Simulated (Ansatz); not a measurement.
**Geometry relaxation of C₂H₆BCl (part 2 of 2)**

The same run, continued: C₂H₆BCl; UKS PBE-D4/def2-SVP (Ansatz 0.2.0). It belongs to a series of runs on one base structure; here: end point B relaxed.

Geometry of the input (Å):
```
C  -0.2644  1.0923  -0.7394
B  -0.3271  -0.3813  -0.2743
C  0.5256  -0.8362  0.9519
Cl -1.2899  -1.6071  -1.1628
H  0.7205  1.4204  -1.0570
H  -0.6617  1.8046  0.0751
H  -1.2681  0.3065  -0.3762
H  -0.0636  -1.2383  1.7466
H  1.2813  -1.5995  0.6801
H  1.1213  0.0273  1.4031
```

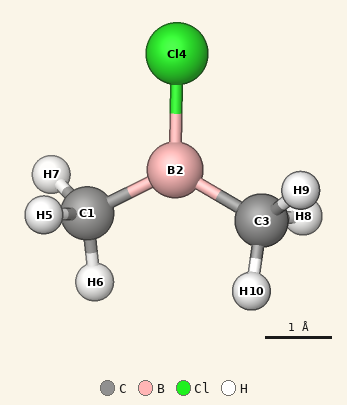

**Figure 1.** The geometry at step 12 of the log (ball-and-stick view, seen at a tilt; atoms are numbered from 1 in the order of the input).

### Trajectory as extended XYZ, continued
```
10
Properties=species:S:1:pos:R:3:forces:R:3 step=5 energy=-15356.65668
C    -0.3723    1.0839   -0.5943   -0.4807  -1.1901  -1.0723
B    -0.1699   -0.4229   -0.1992    0.1383  -0.0450   0.3168
C     0.5548   -0.8903    1.1048    0.1142  -0.4388  -0.2150
Cl   -1.0250   -1.6613   -1.2119    0.3977   0.1454   0.1437
H     0.2220    1.4166   -1.5344   -1.2364  -0.3211   1.0634
H    -0.2624    1.7713    0.2624    0.0841   0.1090  -0.1191
H    -1.4798    0.7864   -0.7759    0.8233   1.6285  -0.3758
H    -0.0967   -1.4033    1.8529    0.1314   0.0646  -0.2231
H     1.3121   -1.6377    0.7646   -0.0415  -0.0510   0.2489
H     1.0912   -0.0540    1.5781    0.0696   0.0985   0.2325
10
Properties=species:S:1:pos:R:3:forces:R:3 step=6 energy=-15357.03736
C    -0.4144    1.0633   -0.6008   -0.3697  -0.4927  -0.3560
B    -0.1830   -0.4305   -0.1756    0.1585  -0.0345   0.0273
C     0.5724   -0.9080    1.1111    0.1567  -0.1897  -0.1334
Cl   -0.9372   -1.6878   -1.2179    0.1529   0.0656   0.0828
H     0.1285    1.3608   -1.5507   -0.5545  -0.1947   0.5672
H    -0.2061    1.7855    0.2127    0.0115   0.0410  -0.1258
H    -1.5254    0.9804   -0.7929    0.4694   0.7455  -0.2005
H    -0.0938   -1.4398    1.8276    0.0479   0.0155  -0.1013
H     1.3437   -1.6481    0.7957   -0.0652  -0.0486   0.1247
H     1.0891   -0.0871    1.6378   -0.0076   0.0925   0.1150
10
Properties=species:S:1:pos:R:3:forces:R:3 step=7 energy=-15357.16622
C    -0.4545    1.0448   -0.5928   -0.0869  -0.0271   0.0354
B    -0.1864   -0.4422   -0.1678   -0.0709  -0.0481  -0.0518
C     0.5825   -0.9177    1.1148    0.0897   0.0043  -0.0718
Cl   -0.8508   -1.7136   -1.2400    0.0326  -0.0115   0.0116
H     0.0178    1.2710   -1.5776   -0.0263  -0.0210   0.1284
H    -0.1114    1.7816    0.1609    0.0100   0.0307  -0.0969
H    -1.5486    1.1757   -0.7571    0.0807   0.0647  -0.0100
H    -0.0949   -1.4890    1.7874   -0.0026   0.0146  -0.0276
H     1.3842   -1.6340    0.8295   -0.0199  -0.0080   0.0415
H     1.0359   -0.0878    1.6898   -0.0064   0.0014   0.0412
10
Properties=species:S:1:pos:R:3:forces:R:3 step=8 energy=-15357.17116
C    -0.4689    1.0444   -0.5836   -0.0522  -0.0058   0.0145
B    -0.1925   -0.4443   -0.1666    0.0668   0.0489   0.0567
C     0.5917   -0.9188    1.1099    0.0129  -0.0042  -0.0450
Cl   -0.8307   -1.7185   -1.2457   -0.0124  -0.0182  -0.0128
H     0.0130    1.2527   -1.5644   -0.0021  -0.0054  -0.0041
H    -0.1162    1.8007    0.1442    0.0256  -0.0316   0.0172
H    -1.5555    1.1989   -0.7577   -0.0021   0.0123  -0.0278
H    -0.1005   -1.4781    1.7780   -0.0013  -0.0017   0.0043
H     1.3830   -1.6494    0.8374   -0.0117  -0.0207   0.0050
H     1.0504   -0.0989    1.6956   -0.0235   0.0264  -0.0078
10
Properties=species:S:1:pos:R:3:forces:R:3 step=9 energy=-15357.17521
C    -0.4942    1.0399   -0.5695    0.0196  -0.0480   0.0203
B    -0.1938   -0.4504   -0.1719    0.0021   0.0254   0.0104
C     0.6132   -0.9192    1.0915   -0.0182   0.0193  -0.0284
Cl   -0.8319   -1.7243   -1.2498   -0.0144  -0.0296  -0.0258
H     0.0669    1.2739   -1.5028    0.0144   0.0038   0.0146
H    -0.1920    1.7745    0.2019   -0.0111   0.0188  -0.0036
H    -1.5618    1.1940   -0.8309   -0.0032  -0.0090   0.0060
H    -0.1016   -1.3943    1.8021   -0.0027   0.0219   0.0038
H     1.3497   -1.7135    0.8506   -0.0023   0.0055  -0.0103
H     1.1193   -0.0919    1.6259    0.0160  -0.0080   0.0131
10
Properties=species:S:1:pos:R:3:forces:R:3 step=10 energy=-15357.15386 accepted=F
C    -0.5380    1.0316   -0.5426    0.1040   0.1913  -0.3229
B    -0.1983   -0.4619   -0.1813   -0.0347   0.0382  -0.0264
C     0.6515   -0.9182    1.0578   -0.0622  -0.2671   0.3871
Cl   -0.8341   -1.7349   -1.2601   -0.0122  -0.0240  -0.0228
H     0.1749    1.3184   -1.3799   -0.3658  -0.1006   0.4679
H    -0.3507    1.7362    0.3065   -0.1307  -0.1520  -0.3173
H    -1.5692    1.1687   -0.9696    0.4612  -0.0265   0.2446
H    -0.1032   -1.2262    1.8521    0.4452   0.2041  -0.4058
H     1.2759   -1.8356    0.8688   -0.2567   0.4895   0.1045
H     1.2651   -0.0894    1.4953   -0.1481  -0.3528  -0.1089
10
Properties=species:S:1:pos:R:3:forces:R:3 step=11 energy=-15357.18021
C    -0.5124    1.0337   -0.5560    0.0018  -0.0178  -0.0106
B    -0.1968   -0.4570   -0.1775    0.0079   0.0197   0.0119
C     0.6291   -0.9176    1.0752   -0.0113  -0.0127  -0.0054
Cl   -0.8333   -1.7306   -1.2577   -0.0022  -0.0052  -0.0031
H     0.1197    1.2957   -1.4368   -0.0053   0.0061   0.0248
H    -0.2745    1.7578    0.2482   -0.0166  -0.0049  -0.0098
H    -1.5596    1.1763   -0.8939    0.0172   0.0006   0.0013
H    -0.0999   -1.3050    1.8258    0.0176   0.0183  -0.0060
H     1.3083   -1.7673    0.8576   -0.0138   0.0129   0.0071
H     1.1933   -0.0974    1.5621    0.0046  -0.0169  -0.0101
10
Properties=species:S:1:pos:R:3:forces:R:3 step=12 energy=-15357.18239
C    -0.5305    1.0283   -0.5449    0.0129   0.1005  -0.1112
B    -0.1971   -0.4615   -0.1824   -0.0182  -0.0055   0.0083
C     0.6445   -0.9180    1.0603   -0.0058  -0.0877   0.1279
Cl   -0.8345   -1.7351   -1.2624    0.0062   0.0047   0.0014
H     0.1682    1.3213   -1.3720   -0.1146  -0.0269   0.1483
H    -0.3592    1.7409    0.2910   -0.0335  -0.0730  -0.0943
H    -1.5554    1.1604   -0.9584    0.1435  -0.0055   0.0579
H    -0.0947   -1.2193    1.8495    0.1473   0.0647  -0.1303
H     1.2659   -1.8211    0.8677   -0.0813   0.1337   0.0434
H     1.2667   -0.1073    1.4987   -0.0565  -0.1051  -0.0513
10
Properties=species:S:1:pos:R:3:forces:R:3 step=13 energy=-15357.18528
C    -0.5325    1.0272   -0.5444   -0.0401   0.0479  -0.0504
B    -0.2053   -0.4633   -0.1789    0.0568  -0.0015  -0.0487
C     0.6442   -0.9182    1.0590   -0.0133  -0.0672   0.0729
Cl   -0.8321   -1.7364   -1.2658   -0.0117   0.0073   0.0165
H     0.1790    1.3298   -1.3529   -0.0522  -0.0257   0.0922
H    -0.3836    1.7341    0.2982   -0.0129  -0.0328  -0.0496
H    -1.5477    1.1585   -0.9763    0.0783   0.0019   0.0341
H    -0.0831   -1.2009    1.8612    0.0758   0.0439  -0.0621
H     1.2513   -1.8286    0.8688   -0.0444   0.0731   0.0194
H     1.2837   -0.1134    1.4781   -0.0364  -0.0469  -0.0241
10
Properties=species:S:1:pos:R:3:forces:R:3 step=14 energy=-15357.18920
C    -0.5431    1.0199   -0.5380   -0.0002   0.0007  -0.0028
B    -0.2058   -0.4720   -0.1892    0.0052   0.0089   0.0081
C     0.6513   -0.9185    1.0464    0.0013  -0.0019   0.0001
Cl   -0.8407   -1.7441   -1.2689   -0.0037  -0.0053  -0.0044
H     0.2113    1.3511   -1.2903    0.0034   0.0028   0.0075
H    -0.4447    1.7063    0.3269   -0.0068  -0.0050  -0.0003
H    -1.5319    1.1541   -1.0187   -0.0018   0.0003  -0.0046
H    -0.0685   -1.1330    1.8716    0.0008   0.0076   0.0022
H     1.2219   -1.8537    0.8850   -0.0001  -0.0037   0.0009
H     1.3242   -0.1215    1.4222    0.0017  -0.0045  -0.0068
10
Properties=species:S:1:pos:R:3:forces:R:3 step=15 energy=-15357.18633 accepted=F
C    -0.5656    1.0078   -0.5252    0.1286   0.1915  -0.0938
B    -0.2149   -0.4863   -0.2000    0.0120   0.0276   0.0293
C     0.6661   -0.9193    1.0237   -0.0266   0.0155   0.2148
Cl   -0.8504   -1.7560   -1.2771   -0.0126  -0.0260  -0.0214
H     0.2774    1.3903   -1.1665   -0.2418  -0.0808   0.1618
H    -0.5729    1.6564    0.3825   -0.0236  -0.1092  -0.1795
H    -1.5012    1.1446   -1.1103    0.1414   0.0048   0.0964
H    -0.0363   -0.9992    1.8987    0.1835   0.0021  -0.1946
H     1.1589   -1.9087    0.9123   -0.0480   0.1329   0.0327
H     1.4127   -0.1409    1.3089   -0.1130  -0.1585  -0.0457
10
Properties=species:S:1:pos:R:3:forces:R:3 step=16 energy=-15357.19089
C    -0.5518    1.0153   -0.5341    0.0103   0.0360  -0.0199
B    -0.2079   -0.4773   -0.1940   -0.0160   0.0063   0.0182
C     0.6576   -0.9193    1.0374    0.0128   0.0002   0.0267
Cl   -0.8479   -1.7491   -1.2699    0.0017  -0.0070  -0.0077
H     0.2413    1.3751   -1.2340   -0.0305  -0.0115   0.0366
H    -0.5092    1.6841    0.3509   -0.0017  -0.0228  -0.0301
H    -1.5160    1.1477   -1.0642    0.0272  -0.0036   0.0132
H    -0.0512   -1.0740    1.8867    0.0230   0.0113  -0.0305
H     1.1916   -1.8796    0.8969   -0.0089   0.0140   0.0039
H     1.3676   -0.1342    1.3712   -0.0180  -0.0228  -0.0104
10
Properties=species:S:1:pos:R:3:forces:R:3 step=17 energy=-15357.19124
C    -0.5587    1.0114   -0.5304    0.0296   0.0649  -0.0306
B    -0.2125   -0.4821   -0.1968   -0.0032   0.0102   0.0145
C     0.6619   -0.9195    1.0301    0.0069   0.0041   0.0606
Cl   -0.8520   -1.7540   -1.2719   -0.0014  -0.0057  -0.0063
H     0.2639    1.3904   -1.1874   -0.0718  -0.0287   0.0563
H    -0.5566    1.6658    0.3678   -0.0054  -0.0400  -0.0587
H    -1.5020    1.1446   -1.0975    0.0476   0.0014   0.0288
H    -0.0363   -1.0278    1.8969    0.0495   0.0061  -0.0592
H     1.1684   -1.8971    0.9058   -0.0149   0.0353   0.0111
H     1.3980   -0.1431    1.3305   -0.0371  -0.0476  -0.0164
10
Properties=species:S:1:pos:R:3:forces:R:3 step=18 energy=-15357.19166
C    -0.5588    1.0117   -0.5305    0.0158   0.0199  -0.0173
B    -0.2122   -0.4817   -0.1965   -0.0081   0.0041   0.0099
C     0.6623   -0.9194    1.0303   -0.0004  -0.0021   0.0209
Cl   -0.8524   -1.7536   -1.2714    0.0001  -0.0045  -0.0048
H     0.2625    1.3901   -1.1860   -0.0238  -0.0080   0.0205
H    -0.5578    1.6656    0.3660   -0.0028  -0.0126  -0.0160
H    -1.5006    1.1452   -1.0978    0.0153  -0.0004   0.0106
H    -0.0351   -1.0279    1.8957    0.0185   0.0033  -0.0217
H     1.1682   -1.8967    0.9066   -0.0054   0.0148   0.0034
H     1.3979   -0.1446    1.3306   -0.0091  -0.0147  -0.0054
10
Properties=species:S:1:pos:R:3:forces:R:3 step=19 energy=-15357.19177
C    -0.5592    1.0111   -0.5306    0.0003   0.0001   0.0005
B    -0.2139   -0.4824   -0.1964    0.0000  -0.0010  -0.0004
C     0.6626   -0.9192    1.0293   -0.0005   0.0005   0.0002
Cl   -0.8543   -1.7549   -1.2708   -0.0004  -0.0006  -0.0002
H     0.2663    1.3930   -1.1768    0.0004   0.0005   0.0012
H    -0.5668    1.6615    0.3678   -0.0010   0.0002  -0.0002
H    -1.4966    1.1454   -1.1040   -0.0001   0.0005  -0.0009
H    -0.0311   -1.0214    1.8972    0.0007   0.0006   0.0002
H     1.1648   -1.8980    0.9076   -0.0001  -0.0006   0.0000
H     1.4021   -0.1465    1.3236    0.0006  -0.0001  -0.0005
```

### Results in brief

```csv
quantity,value
outcome,converged
total energy,−15357.1918 eV
mean-field energy,−15357.0164 eV
largest force (length of the vector) at the end,0.001 eV/Å
hardware,"2 threads of Intel Xeon (Granite Rapids), 16 GiB of memory available, shared host"
wall time,23 s (CPU time 44 s)
peak memory,0.22 GiB
```
